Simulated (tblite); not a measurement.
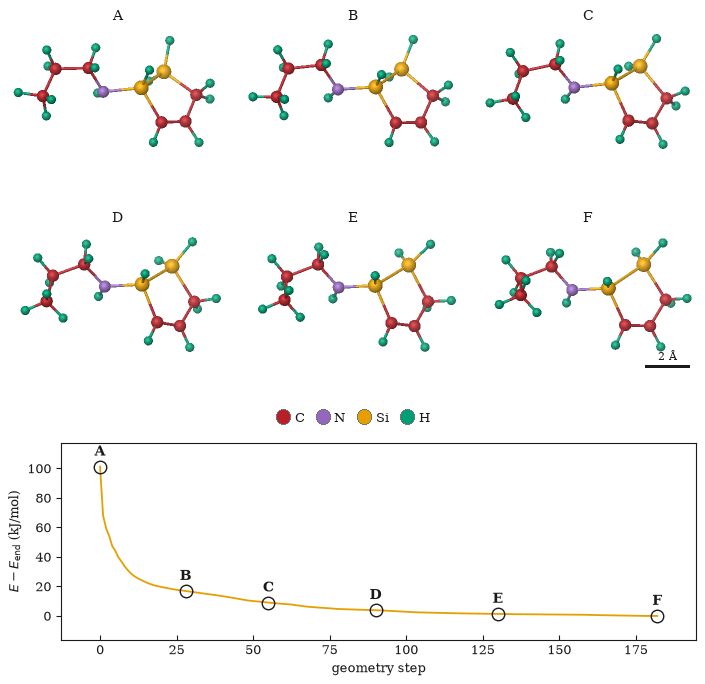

Frames of a relaxation of C6H15NSi2, marked on the history of the run. Style: ball-and-stick. Shown at a tilt.

These are results of tblite 0.8.0, GFN2-xTB geometry optimisation, gas phase, not measurements. 

**What happens along the run?**

The energy falls by 101.2 kJ/mol in 182 geometry steps. The atom that moves furthest after the best rigid fit is an H atom (1.70 Å). Largest moves by element: H 1.70 Å, Si 0.89 Å, C 0.74 Å, N 0.27 Å. Near-neighbour distances that change, for instance: C–H 1.149 → 1.087 Å, N–Si 1.775 → 1.721 Å, C–Si 1.835 → 1.884 Å, C–Si 1.872 → 1.920 Å. Bond angles that change, for instance: C–N–Si 108.2° → 123.8°, N–Si–Si 110.7° → 123.2°, N–Si–H 115.4° → 103.9°. Groups turn about C–Si by about 30°, C–C by about 25°, Si–Si by about 25°. From step 0 to 28: an H atom moves most (0.46 Å), energy −84.3 kJ/mol. From step 28 to 55: an H atom moves most (0.53 Å), energy −7.87 kJ/mol. From step 55 to 90: H atoms move most (0.46 Å), energy −5.10 kJ/mol. From step 90 to 130: an H atom moves most (0.52 Å), energy −2.52 kJ/mol. From step 130 to 182: an H atom moves most (0.50 Å), energy −1.41 kJ/mol.
